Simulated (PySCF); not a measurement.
# SiH4O2: runs on many settings, part 2 of 2

PySCF 2.14.0. Atoms count from 0. The steps go on from the part before.

### Step 4. TDDFT and polarisability: B97-D/ANO-RCC-VDZP

What the job is given:

```
{"job": {"kind": "uv", "xc": "B97-D", "basis": "ANO-RCC-VDZP", "nstates": 12, "ntriplets": 5, "tda": true}, "charge": 0, "multiplicity": 1}
O      1.060367    -0.734091    -0.159474
Si    -0.069364     0.426837     0.053682
O     -1.492316    -0.314320    -0.149567
H      1.985707    -0.522317    -0.102709
H      0.019218     1.451273    -0.977700
H      0.034231     0.963116     1.409177
H     -1.534510    -1.265594    -0.100487
```

Level: TDA B97-D/ANO-RCC-VDZP, vertical, gas phase, core orbitals frozen in the response.

Standard output:

```text
coarse grid: 6280 points
cycle   1  E = -441.9965317129  dE =  4.485e-01  |g| = 1.106e+00  |ddm| = 3.340e+00
cycle   2  E = -441.0686784250  dE =  9.279e-01  |g| = 2.371e+00  |ddm| = 2.626e+00
cycle   3  E = -442.2386231498  dE = -1.170e+00  |g| = 8.319e-02  |ddm| = 2.107e+00
cycle   4  E = -442.2404708908  dE = -1.848e-03  |g| = 5.057e-02  |ddm| = 2.149e-01
cycle   5  E = -442.2409088173  dE = -4.379e-04  |g| = 2.836e-02  |ddm| = 5.623e-02
cycle   6  E = -442.2410704030  dE = -1.616e-04  |g| = 3.601e-03  |ddm| = 2.142e-02
cycle   7  E = -442.2410733100  dE = -2.907e-06  |g| = 6.936e-04  |ddm| = 4.827e-03
final grid: 55832 points
cycle   8  E = -442.2503154848  dE = -2.629e-05  |g| = 1.877e-03  |ddm| = 2.251e-02
cycle   9  E = -442.2503142147  dE =  1.270e-06  |g| = 3.260e-03  |ddm| = 3.487e-03
cycle  10  E = -442.2503162578  dE = -2.043e-06  |g| = 2.807e-04  |ddm| = 2.282e-03
cycle  11  E = -442.2503162778  dE = -1.998e-08  |g| = 5.582e-05  |ddm| = 4.543e-04
cycle  12  E = -442.2503162785  dE = -6.553e-10  |g| = 3.330e-05  |ddm| = 8.828e-05
cycle  13  E = -442.2503162787  dE = -2.066e-10  |g| = 6.564e-06  |ddm| = 2.561e-05
converged SCF energy = -442.2503162787

Static polarisability (au): isotropic 30.545, principal 28.832 31.111 31.692

Singlet excitations
state   eV       nm        f      main configurations
  1   6.6599    186.2   0.00119   H->L 0.99
  2   6.9538    178.3   0.00184   H->L+1 0.99
  3   7.5029    165.2   0.00956   H-1->L 0.99
  4   7.7907    159.1   0.00705   H-1->L+1 0.97
  5   8.2144    150.9   0.03486   H-2->L 0.97
  6   8.2694    149.9   0.15225   H->L+2 0.86, H->L+3 0.09
  7   8.5317    145.3   0.01719   H-3->L 0.58, H-2->L+1 0.41
  8   8.5715    144.6   0.01152   H->L+3 0.88
  9   8.6530    143.3   0.11957   H-2->L+1 0.55, H-3->L 0.37
 10   8.7923    141.0   0.02103   H->L+4 0.96
 11   8.8272    140.5   0.01080   H-3->L+1 0.94
 12   8.8634    139.9   0.00510   H-1->L+2 0.96

Triplet excitations (Tamm-Dancoff, eV): 6.5246 6.7834 7.3783 7.6344 7.7833
```

Wall time 7.1 s (1 thread of Intel Xeon Platinum 8488C, shared host); peak memory 0.33 GiB.

Key values: HOMO -7.00 eV, LUMO -0.39 eV; lowest singlet 6.66 eV.

### Step 5. Ultraviolet spectrum: HF/cc-pVTZ

Settings changed since step 4:

```diff
@@ -1,2 +1,2 @@
-{"job": {"kind": "uv", "xc": "B97-D", "basis": "ANO-RCC-VDZP", "nstates": 12, "ntriplets": 5, "tda": true}, "charge": 0, "multiplicity": 1}
+{"job": {"kind": "uv", "xc": "HF", "basis": "cc-pVTZ", "nstates": 3, "ntriplets": 2, "tda": false}, "charge": 0, "multiplicity": 1}
 O      1.060367    -0.734091    -0.159474
```

Level: TDDFT HF/cc-pVTZ, vertical, gas phase, core orbitals frozen in the response.

Standard output:

```text
final grid: 55832 points
cycle   1  E = -441.0705115863  dE =  1.762e-01  |g| = 6.749e-01  |ddm| = 4.358e+00
cycle   2  E = -441.1347505873  dE = -6.424e-02  |g| = 4.012e-01  |ddm| = 1.214e+00
cycle   3  E = -441.1603155275  dE = -2.556e-02  |g| = 4.412e-02  |ddm| = 4.357e-01
cycle   4  E = -441.1609225294  dE = -6.070e-04  |g| = 7.639e-03  |ddm| = 8.245e-02
cycle   5  E = -441.1609473078  dE = -2.478e-05  |g| = 1.602e-03  |ddm| = 1.847e-02
cycle   6  E = -441.1609484157  dE = -1.108e-06  |g| = 7.351e-04  |ddm| = 3.571e-03
cycle   7  E = -441.1609485583  dE = -1.426e-07  |g| = 2.076e-04  |ddm| = 1.128e-03
cycle   8  E = -441.1609485795  dE = -2.122e-08  |g| = 4.390e-05  |ddm| = 5.039e-04
cycle   9  E = -441.1609485806  dE = -1.166e-09  |g| = 1.124e-05  |ddm| = 1.164e-04
cycle  10  E = -441.1609485807  dE = -7.105e-11  |g| = 2.291e-06  |ddm| = 3.091e-05
converged SCF energy = -441.1609485807

Static polarisability (au): isotropic 27.969, principal 27.331 28.060 28.515

Singlet excitations
state   eV       nm        f      main configurations
  1   9.0001    137.8   0.00142   H->L 0.64, H->L+1 0.13
  2   9.5214    130.2   0.00171   H->L+1 0.57, H-1->L 0.09, H->L+2 0.08
  3  10.3157    120.2   0.08680   H->L+2 0.27, H-1->L 0.27, H->L+3 0.21

Triplet excitations (Tamm-Dancoff, eV): 8.2194 8.6277
```

Run time: 1.7 s. Hardware: 1 thread of Intel Xeon Platinum 8488C, shared host; peak memory 0.48 GiB.

Key values: HOMO -12.10 eV, LUMO 3.74 eV; lowest singlet 9.00 eV.

### Step 6. TDDFT and polarisability: KT2/6-31++G** in acetone

Settings changed since step 5:

```diff
@@ -1,2 +1,2 @@
-{"job": {"kind": "uv", "xc": "HF", "basis": "cc-pVTZ", "nstates": 3, "ntriplets": 2, "tda": false}, "charge": 0, "multiplicity": 1}
+{"job": {"kind": "uv", "xc": "KT2", "basis": "6-31++G**", "solvent": "acetone", "nstates": 25, "ntriplets": 5, "tda": true}, "charge": 0, "multiplicity": 1}
 O      1.060367    -0.734091    -0.159474
```

With the program's defaults for keys left out, this is: TDA KT2/6-31++G**, vertical, IEF-PCM acetone (non-equilibrium linear response), core orbitals frozen in the response.

Standard output:

```text
coarse grid: 6280 points
cycle   1  E = -446.9189117924  dE =  4.201e-01  |g| = 1.063e+00  |ddm| = 2.522e+00
cycle   2  E = -446.1252999414  dE =  7.936e-01  |g| = 2.193e+00  |ddm| = 2.655e+00
cycle   3  E = -447.1347849697  dE = -1.009e+00  |g| = 8.038e-02  |ddm| = 2.119e+00
cycle   4  E = -447.1361442145  dE = -1.359e-03  |g| = 5.260e-02  |ddm| = 1.722e-01
cycle   5  E = -447.1366345813  dE = -4.904e-04  |g| = 1.971e-02  |ddm| = 4.980e-02
cycle   6  E = -447.1367131467  dE = -7.857e-05  |g| = 2.202e-03  |ddm| = 1.816e-02
cycle   7  E = -447.1367142227  dE = -1.076e-06  |g| = 5.878e-04  |ddm| = 2.879e-03
final grid: 55832 points
cycle   8  E = -447.0718208085  dE = -1.530e-05  |g| = 1.213e-02  |ddm| = 3.142e-02
cycle   9  E = -447.0717446520  dE =  7.616e-05  |g| = 2.330e-02  |ddm| = 2.497e-02
cycle  10  E = -447.0718489293  dE = -1.043e-04  |g| = 5.592e-04  |ddm| = 1.662e-02
cycle  11  E = -447.0718490118  dE = -8.249e-08  |g| = 1.841e-04  |ddm| = 8.201e-04
cycle  12  E = -447.0718490167  dE = -4.891e-09  |g| = 9.520e-05  |ddm| = 1.880e-04
cycle  13  E = -447.0718490185  dE = -1.829e-09  |g| = 5.879e-06  |ddm| = 7.581e-05
cycle  14  E = -447.0718490185  dE = -8.640e-12  |g| = 6.063e-07  |ddm| = 7.539e-06
converged SCF energy = -447.0718490185

Static polarisability (au): isotropic 39.131, principal 37.731 39.763 39.900

Singlet excitations
state   eV       nm        f      main configurations
  1   6.5727    188.6   0.00092   H->L 0.95
  2   6.6354    186.9   0.00102   H->L+1 0.95
  3   7.4217    167.1   0.00229   H-1->L 0.87, H->L+2 0.10
  4   7.4759    165.8   0.09076   H->L+2 0.76, H-1->L+1 0.16
  5   7.4978    165.4   0.03275   H-1->L+1 0.82, H->L+2 0.11
  6   7.9411    156.1   0.05855   H->L+3 0.93
  7   8.0870    153.3   0.08994   H->L+4 0.82, H-2->L 0.11
  8   8.1865    151.4   0.01927   H-2->L 0.64, H->L+4 0.16, H-2->L+1 0.15
  9   8.2815    149.7   0.04980   H-2->L+1 0.47, H->L+5 0.34, H-2->L 0.14
 10   8.2985    149.4   0.02646   H->L+5 0.64, H-2->L+1 0.28
 11   8.3453    148.6   0.00216   H-1->L+2 0.96
 12   8.5854    144.4   0.00307   H-3->L 0.64, H-3->L+1 0.33
 13   8.6132    143.9   0.11982   H-3->L+1 0.62, H-3->L 0.26
 14   8.6499    143.3   0.00487   H-1->L+3 0.93
 15   8.8385    140.3   0.01325   H->L+6 0.84, H-2->L+2 0.12
 16   8.9502    138.5   0.01502   H-1->L+4 0.99
 17   9.0454    137.1   0.14023   H-2->L+2 0.86, H->L+6 0.10
 18   9.1297    135.8   0.00377   H-1->L+5 0.99
 19   9.2505    134.0   0.01333   H->L+7 0.93
 20   9.3570    132.5   0.01199   H-2->L+3 0.94
 21   9.3994    131.9   0.01773   H-4->L 0.89
 22   9.4436    131.3   0.01145   H-3->L+2 0.89
 23   9.4910    130.6   0.11755   H-4->L+1 0.95
 24   9.6077    129.0   0.03501   H-2->L+4 0.99
 25   9.6691    128.2   0.00064   H->L+8 0.96

Triplet excitations (Tamm-Dancoff, eV): 6.3453 6.4787 7.2096 7.2611 7.3167
```

Run time: 3 s. Hardware: 1 thread of Intel Xeon Platinum 8488C, shared host; peak memory 0.37 GiB.

Key values: HOMO -7.03 eV, LUMO -0.51 eV; lowest singlet 6.57 eV.

### Step 7. Side by side: electronic excitations

Excitations and ground-state properties, with basis size and wall time:

| run | lowest singlet (eV) | brightest (eV) | f | gap (eV) | α (Å³) | μ (D) | functions | time |
| --- | --- | --- | --- | --- | --- | --- | --- | --- |
| PBE0/def2-SVPD | 7.23 | 8.87 | 0.137 | 8.65 | 5.07 | 1.67 | 102 | 4.9 s |
| B97-D/ANO-RCC-VDZP | 6.66 | 8.27 | 0.152 | 6.61 | 4.53 | 1.61 | 66 | 7.1 s |
| HF/cc-pVTZ | 9.00 | 10.32 | 0.087 | 15.85 | 4.14 | 1.74 | 150 | 1.7 s |
| KT2/6-31++G** in acetone | 6.57 | 9.05 | 0.140 | 6.52 | 5.80 | 2.16 | 82 | 3 s |

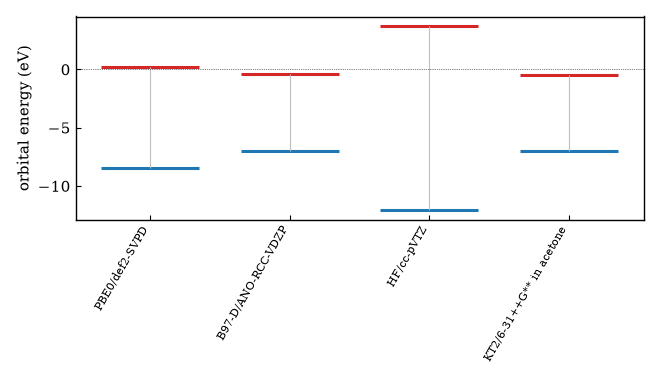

HOMO (blue) and LUMO (red) run by run.

### Step 8. Summary of results

What follows sums up all 2 parts.

| quantity | value |
| --- | --- |
| 1H shifts against TMS (PBE0/pcSseg-1, means over atoms taken as alike) | 5.16, 1.26 ppm |
| 17O shifts against H2O (PBE0/pcSseg-1, means over atoms taken as alike) | 30.5 ppm |
| 29Si shifts against TMS (PBE0/pcSseg-1) | -27.7 ppm |
| surface potential, least and greatest | -1.46 V and 2.49 V |
| lowest singlet (PBE0/def2-SVPD) | 7.23 eV (171 nm), f = 0.000 |
| brightest single state of those computed | state 6, 8.87 eV, f = 0.137 |
| lowest triplet | 6.87 eV |
| range of the lowest singlet | 6.57 to 9.00 eV |

Single values in the summary come from the first run of each kind that ended normally (PBE0/pcSseg-1; PBE0/def2-SVPD), which need not be the best level. At PBE0/pcSseg-1: The widest tensor belongs to O0, O2: span 96 ppm, with a paramagnetic part of -83 ppm. The first singlet state (HOMO→LUMO 0.87, HOMO→LUMO+1 0.09) lies at 7.23 eV and is dark; of the 6 states computed, the strongest absorption comes from state 6 at 8.87 eV (the last computed, so partners may be missing). The lowest triplet lies 0.36 eV below the lowest singlet (triplets in Tamm-Dancoff, singlets in full TDDFT). States above −ε(HOMO) lie where TDDFT describes them poorly and they hang on the basis; the brightest is among them. The lowest singlet runs from 6.57 eV (KT2/6-31++G** in acetone) to 9.00 eV (HF/cc-pVTZ), while the orbital gap spans 6.52 to 15.85 eV. The lowest state need not be the same one in every run. The runs solved for a few states only, so the brightest column depends on that window.
